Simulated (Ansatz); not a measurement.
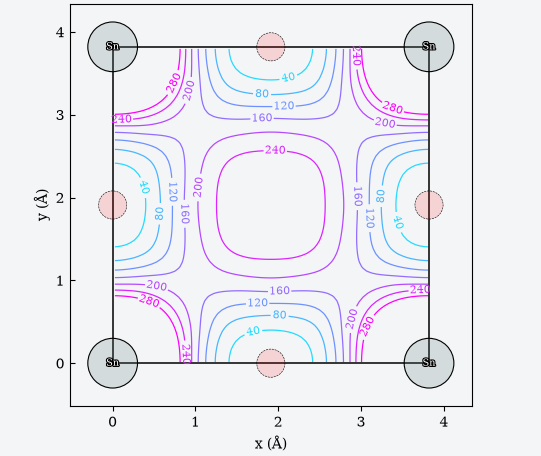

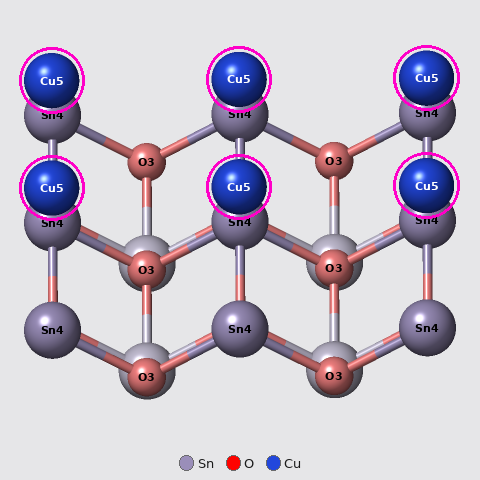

Energy landscape of Cu on a two-dimensional sheet of SnO (4 atoms of substrate and one adsorbate in a 1 × 1 cell). Cu is moved over the surface cell at a fixed height above a rigid substrate; the origin of the map has the adsorbate above Sn4; the height is held at 2.20 Å. Places are given modulo a cell vector. The map is drawn in real space over the plane of the surface. The grid has 8 × 8 points; 15 points were computed and 49 follow by symmetry. Energies are in meV, from the lowest grid point. With one adsorbate in each 1 × 1 cell, its nearest image is 3.8 Å away, so neighbouring adsorbates interact. At a fixed height the lowest place need not be the adsorption site. The calculation used Ansatz, DFT PBE+D3(BJ), scalar-relativistic, plane waves, PAW. Settings: cutoff 420 eV, k-mesh 7×7×1, gaussian smearing 0.05 eV, spin-polarised.

Drawn: contour lines labelled in meV (none above 280), labelled circles for the atoms of the top layer and small ones for the second layer, the outline of one cell of the plane. Between grid points the surface is interpolated. The second picture is the structure at the lowest point; rings mark the moved atoms.

What does the map say about the system?

Answer. The lowest grid point is at a bridge site between two Sn atoms, over a second-layer O atom, (0/8, 4/8) of the cell vectors; the map holds 2 wells of about this depth. The highest grid point, the top site over a surface Sn atom, (0/8, 0/8) of the cell vectors, lies 641 meV above the lowest. On the interpolated surface the easiest way out of the lowest well to a well of about the same depth near a bridge site between two Sn atoms, over a second-layer O atom, (4/8, 0/8) of the cell vectors passes a barrier of about 174 meV. At the lowest point the adsorbate has 2 Sn at 2.91 Å as nearest neighbours, at the highest 1 Sn at 2.20 Å.

Grid values (meV):

```tsv
second ↓, first →	0/8	1/8	2/8	3/8	4/8	5/8	6/8	7/8
7/8	485	383	194	77	56	77	194	383
6/8	199	194	175	177	183	177	175	194
5/8	35	77	177	248	259	248	177	77
4/8	0	56	183	259	268	259	183	56
3/8	35	77	177	248	259	248	177	77
2/8	199	194	175	177	183	177	175	194
1/8	485	383	194	77	56	77	194	383
0/8	641	485	199	35	0	35	199	485
```

Each point was launched as `ansatz run input.yaml --threads 1 --pin off --max-ram 3072MiB --backend cpu --events-out ev --progress --plain --runs-dir out`. The whole map (15 points run) took 24 min on 1 thread of Arm Neoverse V1, with other jobs on the host.

PAW datasets: the set soft_1.
